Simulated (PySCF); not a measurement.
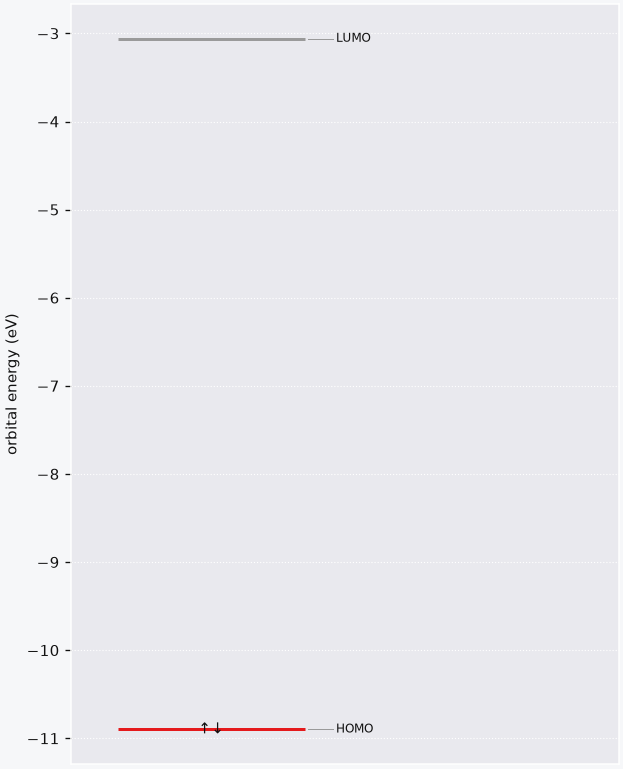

Kohn-Sham orbital energies near the frontier, ωB97X-D/def2-SVPD, PySCF, at a PBE0-D3(BJ)/def2-SVP geometry (no frequency check), isolated molecule; empty levels in grey, levels within 0.03 eV side by side.

Which molecule has this level scheme?
A. WO₃, SMILES [O]=[W](=[O])=[O], singlet
B. Si₂PH₇S, SMILES [SiH3]S[SiH2]P
C. C₃H₇NO, SMILES [H]/N=C(/C)OC

Option A. HOMO −10.90 eV, LUMO −3.06 eV, separation 7.84 eV.

Note: effective core potentials, which hold scalar relativity, on atoms heavier than Kr; spin-orbit coupling is left out, and with W it can shift these levels and split any degenerate set.
